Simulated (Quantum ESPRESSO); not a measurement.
# Voltage at the next charge: V(110), 5 layers against an electrode

Method. Quantum ESPRESSO 7.5, LDA, GBRV ultrasoft; ESM with bc3, a metal electrode 6.10 Å above the top atoms; cell area 6.449 Å²; ions fixed. V is the potential energy of an electron at the electrode over the slab's Fermi level, divided by e, so that it equals the work function at zero charge; positive charge removes electrons.

```tsv
charge (e a cell)	V (V)
0	4.966
0.0097	6.084
0.0193	7.204
```

**Question.** What is V at a charge of 0.0387 e, and what capacitance do the rows imply?

**Fit.** The last two rows give dV/dq = (7.204 − 6.084)/(0.0193 − 0.0097) = 116.7 V/e, so C = 1602/(6.449 × 116.7) = 2.13 µF/cm², an effective gap of 8.854/2.13 = 4.16 Å. At constant C, V = 7.204 + 116.7 × 0.0194 = 9.47 V.

**Check.** V = 9.505 V; the estimate misses by −0.04 V, 1.6 % of the step. Over the three intervals C goes 2.16, 2.13 and 2.09 µF/cm².

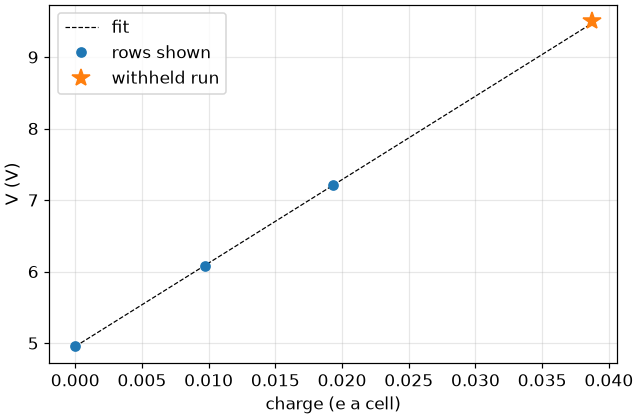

The rows shown, the fit and the withheld run.

**Limits.** Vacuum fills the gap; a dielectric or electrolyte would change C. The slab is thin.

[Logs are printed without paths, hosts, clocks, repeated set-up lines and the standing remarks that a program may print on its own settings, such as how far it seeks lower states.]
